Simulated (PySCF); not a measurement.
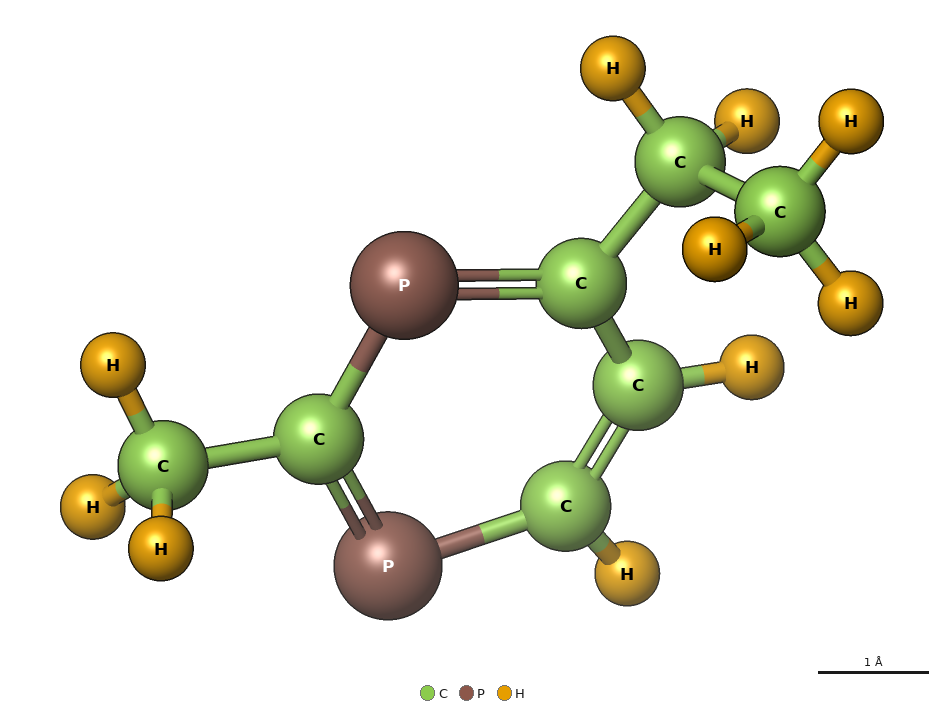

Rendered structure (ball-and-stick style). Multiple sticks mark multiple bonds (one Kekulé form).

The geometry was computed by an optimisation with PBE0-D3(BJ)/def2-SVP. No frequency run is at hand to confirm it as a minimum.

> Give the formula.

C7H10P2, 19 atoms: 7 carbon, 10 hydrogen and 2 phosphorus.

> What is the point group of this geometry?

C1.

> Count the bonded pairs by element.

10 C–H, 5 C–C, 4 C–P.

> What is its SMILES?

CCc1ccpc(C)p1

More results for the same structure follow; atom numbers are the same in all pictures, views and colours differ.

**NMR shielding**

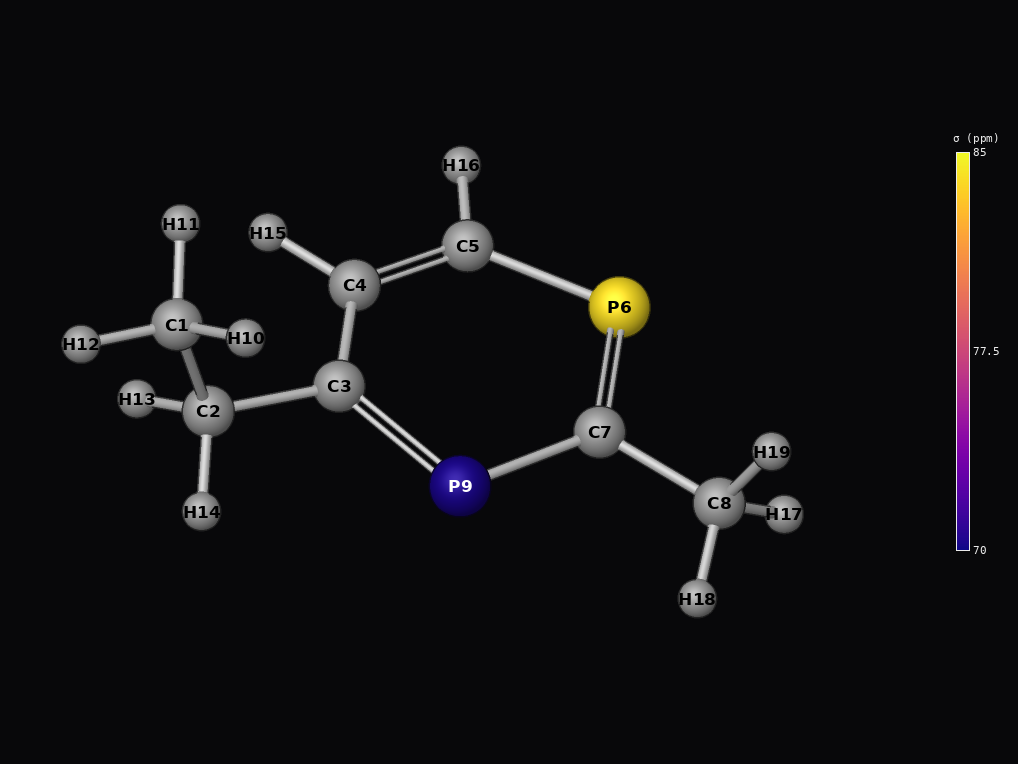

Atoms are coloured by their isotropic NMR shieldings (P only, the others grey). No frequency run is at hand to confirm it as a minimum. Properties computed with GIAO HF/pcSseg-1 NMR shielding, non-relativistic, gas phase (PySCF 2.14.0).

Give the isotropic NMR shieldings of the P atoms atom by atom.

| atom | σ (ppm) |
| --- | --- |
| P6 | 84.0 |
| P9 | 70.3 |

**Levels of theory compared**

No frequency run is at hand to confirm it as a minimum. Program: PySCF 2.14.0.

At this fixed geometry, give HOMO–LUMO gap (eV) at these levels: CAM-B3LYP/def2-SVPD; CAM-B3LYP/def2-SVPD in chloroform (IEF-PCM); PBE0/pcSseg-1; PBE0/pcSseg-1 in chloroform (IEF-PCM); PBE0/pcSseg-1 in methanol (IEF-PCM).

```json
{"level": "CAM-B3LYP/def2-SVPD", "HOMO–LUMO gap (eV)": "7.15"}
{"level": "CAM-B3LYP/def2-SVPD in chloroform (IEF-PCM)", "HOMO–LUMO gap (eV)": "7.15"}
{"level": "PBE0/pcSseg-1", "HOMO–LUMO gap (eV)": "5.10"}
{"level": "PBE0/pcSseg-1 in chloroform (IEF-PCM)", "HOMO–LUMO gap (eV)": "5.09"}
{"level": "PBE0/pcSseg-1 in methanol (IEF-PCM)", "HOMO–LUMO gap (eV)": "5.09"}
```

**Polarisability**

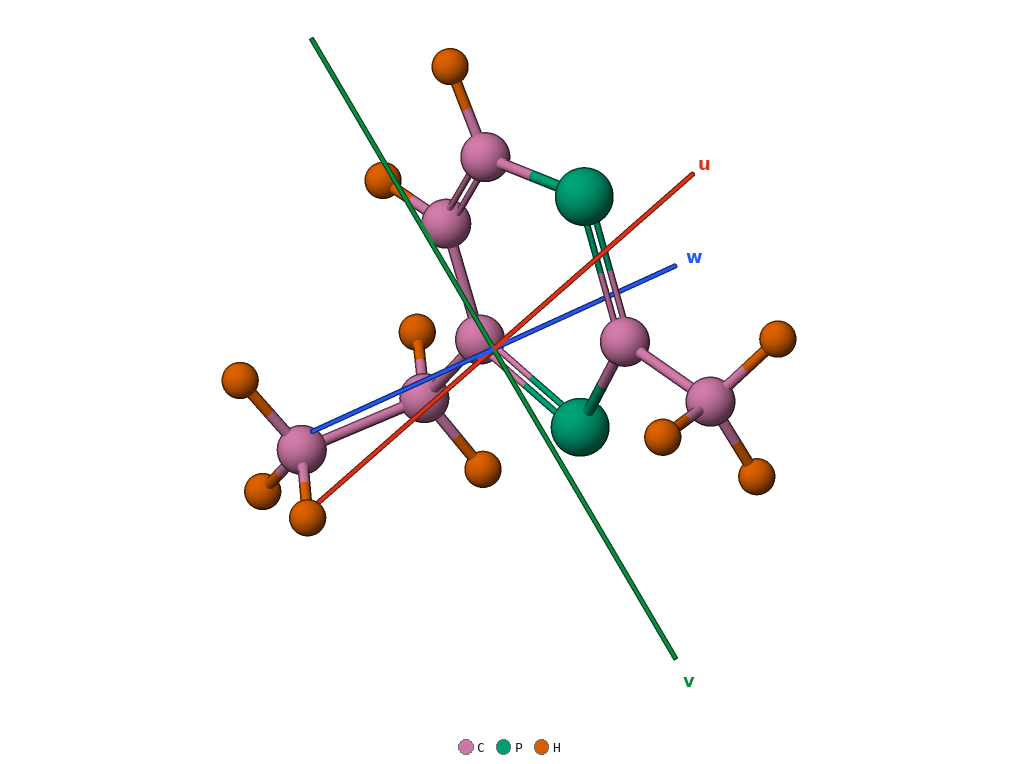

The lines u, v and w are the principal axes of the static dipole polarisability. No frequency run is at hand to confirm it as a minimum. Computed with CAM-B3LYP/def2-SVPD in chloroform (IEF-PCM) (PySCF 2.14.0).

> Along which axis is the molecule most polarisable, and along which least?

Most along u, least along w.

> Give the three principal values.

u 227.4, v 196.3, w 115.8 bohr³; mean 179.8, anisotropy 99.7 bohr³.
